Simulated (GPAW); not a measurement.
# linear Eu chain, spacing 3.146 A: cost and accuracy of the Hubbard U, part 2 of 2

How far do the magnetic results of linear Eu chain, spacing 3.146 A hang on the Hubbard U?

GPAW 26.7.0; LDA with several values of U; plane waves with GPAW's PAW setups, scalar-relativistic.

So far, largest spin moment in the augmentation sphere (μB): step 2 (rung 1 (no U), start ferro +) 6.92; step 4 (rung 2 (U = 1.5 eV on Eu f), start ferro +) 6.95; step 5 (rung 2 (U = 1.5 eV on Eu f), start antiferro q=(0,0,1/2) +-) 6.76; step 6 (rung 3 (U = 3 eV on Eu f), start ferro +) 6.98; step 7 (rung 3 (U = 3 eV on Eu f), start antiferro q=(0,0,1/2) +-) 6.80.

## Step 8: Rung 4 (U = 4.5 eV on Eu f), start ferro +

Level of this step: LDA with U = 4.5 eV on Eu f; plane waves with GPAW's PAW setups, scalar-relativistic (GPAW).

order1.py

```python
import json
import numpy as np
from ase import Atoms
from ase.parallel import paropen, parprint
from gpaw import GPAW

atoms = Atoms(['Eu'],
    cell=[[12.0, 0.0, 0.0],
         [0.0, 12.0, 0.0],
         [0.0, 0.0, 3.146]],
    scaled_positions=[[0.5, 0.5, 0.0]],
    pbc=True,
    magmoms=[7.0])
atoms.calc = GPAW(mode={'name': 'pw', 'ecut': 700},
    xc='LDA',
    kpts={'size': (1, 1, 8), 'gamma': True},
    occupations={'name': 'fermi-dirac', 'width': 0.05},
    convergence={'density': 1e-05, 'energy': 1e-05},
    maxiter=200,
    setups={'Eu': ':f,4.5'},
    symmetry={'tolerance': 1e-4},
    txt='order1.txt')
e = atoms.get_potential_energy(force_consistent=True)
res = {'free_energy': e, 'energy_sigma0': atoms.get_potential_energy(), 'fermi_energy': atoms.calc.get_fermi_level()}
res['moments'] = atoms.get_magnetic_moments().tolist()
res['total'] = atoms.get_magnetic_moment()
parprint('site moments (muB):', np.round(res['moments'], 3))
parprint(f"total moment: {res['total']:.3f} muB")
parprint(f'free energy: {e:.6f} eV')
atoms.calc.write('order1.gpw')
with paropen('results.json', 'w') as f:
    json.dump(res, f)
```

The run is started by

```console
OMP_NUM_THREADS=1 python3 order1.py > order1.log
```

The program printed:

```text
site moments (muB): [7.003]
total moment: 7.925 muB
free energy: -7.952348 eV

--- order1.txt ---
Input parameters:
  mode=PW(ecut=700),
  convergence={'density': 1e-05, 'energy': 1e-05},
  kpts=MonkhorstPack(size=(1, 1, 8), gamma=True),
  maxiter=200,
  occupations=Occupations(name='fermi-dirac', width=0.05),
  setups={'Eu': ':f,4.5'},
  symmetry=Symmetry(tolerance=0.0001),
  xc=XC(name='LDA')

[...]
|          4 |        -4.295 |     1.000 |        -3.253 |     1.000 |
[...]
|         14 |        -1.109 |     0.000 |         2.109 |     0.000 |
|         15 |        -1.052 |     0.000 |         2.301 |     0.000 |
|         16 |        -1.052 |     0.000 |         3.047 |     0.000 |
|        ... |               |           |               |           |
|         18 |         1.681 |     0.000 |         3.844 |     0.000 |

No gap
No difference between direct/indirect transitions


[key lines of the parts left out:]
Free energy:      -7.952348
Converged in 12 steps
dipole moment: (-0.000000, -0.000000, -17.234437)  # |e|*Ang
Fermi level: -1.845
```

Wall time 22 s (1 MPI rank of AMD EPYC 9R45, shared host); peak memory 0.48 GiB.

This step gave:

```yaml
magnetization: 7.925 μB
final_state: ferromagnetic
largest_moment: 7.003 μB
```

The largest moment moves by +0.02 μB from rung 3, at 1.0 times its CPU time.

## Step 9: Rung 4 (U = 4.5 eV on Eu f), start antiferro q=(0,0,1/2) +-

order2.py

```python
import json
import numpy as np
from ase import Atoms
from ase.parallel import paropen, parprint
from gpaw import GPAW

atoms = Atoms(['Eu', 'Eu'],
    cell=[[12.0, 0.0, 0.0],
         [0.0, 12.0, 0.0],
         [0.0, 0.0, 6.292]],
    scaled_positions=[[0.5, 0.5, 0.0],
         [0.5, 0.5, 0.5]],
    pbc=True,
    magmoms=[7.0, -7.0])
atoms.calc = GPAW(mode={'name': 'pw', 'ecut': 700},
    xc='LDA',
    kpts={'size': (1, 1, 4), 'gamma': True},
    occupations={'name': 'fermi-dirac', 'width': 0.05},
    convergence={'density': 1e-05, 'energy': 1e-05},
    maxiter=200,
    setups={'Eu': ':f,4.5'},
    symmetry={'tolerance': 1e-4},
    txt='order2.txt')
e = atoms.get_potential_energy(force_consistent=True)
res = {'free_energy': e, 'energy_sigma0': atoms.get_potential_energy(), 'fermi_energy': atoms.calc.get_fermi_level()}
res['moments'] = atoms.get_magnetic_moments().tolist()
res['total'] = atoms.get_magnetic_moment()
parprint('site moments (muB):', np.round(res['moments'], 3))
parprint(f"total moment: {res['total']:.3f} muB")
parprint(f'free energy: {e:.6f} eV')
atoms.calc.write('order2.gpw')
with paropen('results.json', 'w') as f:
    json.dump(res, f)
```

The run is started by

```console
OMP_NUM_THREADS=1 python3 order2.py > order2.log
```

The program printed:

```text
site moments (muB): [ 6.825 -6.825]
total moment: 0.000 muB
free energy: -15.471380 eV

--- order2.txt ---
Input parameters:
  mode=PW(ecut=700),
  convergence={'density': 1e-05, 'energy': 1e-05},
  kpts=MonkhorstPack(size=(1, 1, 4), gamma=True),
  maxiter=200,
  occupations=Occupations(name='fermi-dirac', width=0.05),
  setups={'Eu': ':f,4.5'},
  symmetry=Symmetry(tolerance=0.0001),
  xc=XC(name='LDA')

[...]
|         12 |        -3.938 |     1.000 |        -3.938 |     1.000 |
|         13 |        -3.938 |     1.000 |        -3.938 |     1.000 |
[...]
|         21 |        -0.853 |     0.000 |        -0.853 |     0.000 |
|         22 |        -0.831 |     0.000 |        -0.831 |     0.000 |
|         23 |         0.045 |     0.000 |         0.045 |     0.000 |
|         24 |         1.039 |     0.000 |         1.039 |     0.000 |

No gap
No difference between direct/indirect transitions


[key lines of the parts left out:]
Free energy:     -15.471380
Converged in 13 steps
dipole moment: (-0.000001, -0.000001, -34.447609)  # |e|*Ang
Fermi level: -1.623
```

It took 44 s on 1 MPI rank; peak memory 0.8 GiB.

This step gave:

- magnetization: 0 μB
- final state: antiferromagnetic
- largest moment: 6.825 μB

This start lies +216.7 meV a seeded atom from the first, a change of -9.6 meV since rung 3; its largest moment is 6.83 μB.

## Step 10: Rung 5 (U = 6 eV on Eu f), start ferro +

order1.py is the script of step 8 with these lines changed:

```diff
@@ -19,3 +19,3 @@
     maxiter=200,
-    setups={'Eu': ':f,4.5'},
+    setups={'Eu': ':f,6.0'},
     symmetry={'tolerance': 1e-4},
```

The run is started by

```console
OMP_NUM_THREADS=1 python3 order1.py > order1.log
```

The program printed:

```text
site moments (muB): [7.02]
total moment: 7.909 muB
free energy: -7.988966 eV

--- order1.txt ---
Input parameters:
  mode=PW(ecut=700),
  convergence={'density': 1e-05, 'energy': 1e-05},
  kpts=MonkhorstPack(size=(1, 1, 8), gamma=True),
  maxiter=200,
  occupations=Occupations(name='fermi-dirac', width=0.05),
  setups={'Eu': ':f,6.0'},
  symmetry=Symmetry(tolerance=0.0001),
  xc=XC(name='LDA')

[...]
|          4 |        -4.657 |     1.000 |        -3.260 |     1.000 |
[...]
|         14 |        -1.090 |     0.000 |         2.108 |     0.000 |
|         15 |        -1.048 |     0.000 |         2.303 |     0.000 |
|         16 |        -1.048 |     0.000 |         3.061 |     0.000 |
|        ... |               |           |               |           |
|         18 |         1.680 |     0.000 |         3.842 |     0.000 |

No gap
No difference between direct/indirect transitions


[key lines of the parts left out:]
Free energy:      -7.988966
Converged in 12 steps
dipole moment: (-0.000000, -0.000000, -17.208046)  # |e|*Ang
Fermi level: -1.842
```

Wall time 21 s (1 MPI rank); peak memory 0.48 GiB.

This step gave:

- magnetization: 7.909 μB
- final state: ferromagnetic
- largest moment: 7.020 μB

The largest moment moves by +0.02 μB from rung 4, at 0.96 times its CPU time.

## Step 11: Rung 5 (U = 6 eV on Eu f), start antiferro q=(0,0,1/2) +-

order2.py is the script of step 9 with these lines changed:

```diff
@@ -20,3 +20,3 @@
     maxiter=200,
-    setups={'Eu': ':f,4.5'},
+    setups={'Eu': ':f,6.0'},
     symmetry={'tolerance': 1e-4},
```

The run is started by

```console
OMP_NUM_THREADS=1 python3 order2.py > order2.log
```

The program printed:

```text
site moments (muB): [ 6.847 -6.847]
total moment: -0.000 muB
free energy: -15.558700 eV

--- order2.txt ---
Input parameters:
  mode=PW(ecut=700),
  convergence={'density': 1e-05, 'energy': 1e-05},
  kpts=MonkhorstPack(size=(1, 1, 4), gamma=True),
  maxiter=200,
  occupations=Occupations(name='fermi-dirac', width=0.05),
  setups={'Eu': ':f,6.0'},
  symmetry=Symmetry(tolerance=0.0001),
  xc=XC(name='LDA')

[...]
|         12 |        -4.534 |     1.000 |        -4.534 |     1.000 |
|         13 |        -4.534 |     1.000 |        -4.534 |     1.000 |
[...]
|         21 |        -0.839 |     0.000 |        -0.839 |     0.000 |
|         22 |        -0.816 |     0.000 |        -0.816 |     0.000 |
|         23 |         0.059 |     0.000 |         0.059 |     0.000 |
|         24 |         1.056 |     0.000 |         1.056 |     0.000 |

No gap
No difference between direct/indirect transitions


[key lines of the parts left out:]
Free energy:     -15.558700
Converged in 13 steps
dipole moment: (-0.000001, -0.000001, -34.400312)  # |e|*Ang
Fermi level: -1.608
```

It took 44 s on 1 MPI rank; peak memory 0.8 GiB.

Numbers from this step:

```
magnetization  : 0 μB
final state    : antiferromagnetic
largest moment : 6.847 μB
```

This start lies +209.6 meV a seeded atom from the first, a change of -7.0 meV since rung 4; its largest moment is 6.85 μB.

## Step 12: Rung 6 (U = 7.5 eV on Eu f), start ferro +

order1.py is the script of step 10 with these lines changed:

```diff
@@ -19,3 +19,3 @@
     maxiter=200,
-    setups={'Eu': ':f,6.0'},
+    setups={'Eu': ':f,7.5'},
     symmetry={'tolerance': 1e-4},
```

The run is started by

```console
OMP_NUM_THREADS=1 python3 order1.py > order1.log
```

The program printed:

```text
site moments (muB): [7.034]
total moment: 7.892 muB
free energy: -8.041755 eV

--- order1.txt ---
Input parameters:
  mode=PW(ecut=700),
  convergence={'density': 1e-05, 'energy': 1e-05},
  kpts=MonkhorstPack(size=(1, 1, 8), gamma=True),
  maxiter=200,
  occupations=Occupations(name='fermi-dirac', width=0.05),
  setups={'Eu': ':f,7.5'},
  symmetry=Symmetry(tolerance=0.0001),
  xc=XC(name='LDA')

[...]
|          4 |        -5.274 |     1.000 |        -3.269 |     1.000 |
[...]
|         14 |        -1.075 |     0.000 |         2.107 |     0.000 |
|         15 |        -1.045 |     0.000 |         2.304 |     0.000 |
|         16 |        -1.045 |     0.000 |         3.067 |     0.000 |
|        ... |               |           |               |           |
|         18 |         1.680 |     0.000 |         3.840 |     0.000 |

No gap
No difference between direct/indirect transitions


[key lines of the parts left out:]
Free energy:      -8.041755
Converged in 12 steps
dipole moment: (-0.000000, -0.000000, -17.185726)  # |e|*Ang
Fermi level: -1.840
```

It took 21 s on 1 MPI rank; peak memory 0.48 GiB.

This step gave:

```yaml
magnetization: 7.892 μB
final_state: ferromagnetic
largest_moment: 7.034 μB
```

The largest moment moves by +0.01 μB from rung 5, at 1.0 times its CPU time.

## Step 13: Rung 6 (U = 7.5 eV on Eu f), start antiferro q=(0,0,1/2) +-

order2.py is the script of step 11 with these lines changed:

```diff
@@ -20,3 +20,3 @@
     maxiter=200,
-    setups={'Eu': ':f,6.0'},
+    setups={'Eu': ':f,7.5'},
     symmetry={'tolerance': 1e-4},
```

The run is started by

```console
OMP_NUM_THREADS=1 python3 order2.py > order2.log
```

The program printed:

```text
site moments (muB): [ 6.864 -6.864]
total moment: -0.000 muB
free energy: -15.675060 eV

--- order2.txt ---
Input parameters:
  mode=PW(ecut=700),
  convergence={'density': 1e-05, 'energy': 1e-05},
  kpts=MonkhorstPack(size=(1, 1, 4), gamma=True),
  maxiter=200,
  occupations=Occupations(name='fermi-dirac', width=0.05),
  setups={'Eu': ':f,7.5'},
  symmetry=Symmetry(tolerance=0.0001),
  xc=XC(name='LDA')

[...]
|         12 |        -5.163 |     1.000 |        -5.163 |     1.000 |
|         13 |        -5.163 |     1.000 |        -5.163 |     1.000 |
[...]
|         21 |        -0.828 |     0.000 |        -0.828 |     0.000 |
|         22 |        -0.804 |     0.000 |        -0.804 |     0.000 |
|         23 |         0.070 |     0.000 |         0.070 |     0.000 |
|         24 |         1.069 |     0.000 |         1.069 |     0.000 |

No gap
No difference between direct/indirect transitions


[key lines of the parts left out:]
Free energy:     -15.675060
Converged in 15 steps
dipole moment: (-0.000001, -0.000001, -34.359110)  # |e|*Ang
Fermi level: -1.595
```

Wall time 49 s (1 MPI rank); peak memory 0.8 GiB.

This step gave:

```yaml
magnetization: 0 μB
final_state: antiferromagnetic
largest_moment: 6.864 μB
```

This start lies +204.2 meV a seeded atom from the first, a change of -5.4 meV since rung 5; its largest moment is 6.86 μB.

## Step 14: Side by side

Ladder, by row:

```
rung           U  state from the first start  state from the second start  second less first (meV a seeded atom)  moment, first (μB)  moment, second (μB)  CPU time (s)
   1        none               ferromagnetic            antiferromagnetic                                  256.8               6.918                6.718         82.66
   2  Eu: f, 1.5               ferromagnetic            antiferromagnetic                                  239.4               6.954                6.765         66.66
   3  Eu: f, 3.0               ferromagnetic            antiferromagnetic                                  226.2               6.982                6.799         62.38
   4  Eu: f, 4.5               ferromagnetic            antiferromagnetic                                  216.7               7.003                6.825         65.86
   5  Eu: f, 6.0               ferromagnetic            antiferromagnetic                                  209.6                7.02                6.847         64.81
   6  Eu: f, 7.5               ferromagnetic            antiferromagnetic                                  204.2               7.034                6.864         70.04
```

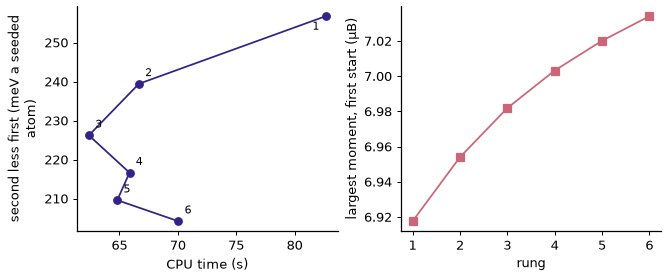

Result against cost, rungs numbered as in the table, and the moment by rung.

## Step 15: Outcome

```
range of the moment in the table, first start : 6.92 to 7.03 μB
range of CPU time                             : 62 s to 83 s
range of the energy difference                : 204 to 257 meV a seeded atom
```

**Reading.** From the smallest U to the largest the moment goes from 6.92 to 7.03 μB and the energy difference from 257 to 204 meV a seeded atom. The energy difference shrinks steadily as U grows. The first start ends lower on every rung of the table. The other start's moment moves more, from 6.7 to 6.86 μB. The f shell is half filled, so the spin-only picture is fair.

[Logs and program files are shortened in this print: banners, set-up blocks, solver, clock and traceback lines can be left out without a mark of their own.]

[Logs are printed without paths, hosts, clocks, repeated set-up lines and the standing remarks that a program may print on its own settings, such as how far it seeks lower states.]

[Hosts, paths, dates, database ids (printed as entryN), source tags and the programs' standing remarks are cut or masked in the printed files.]

[Where a cell is said to come from a database of computed structures, the database is the Materials Project.]
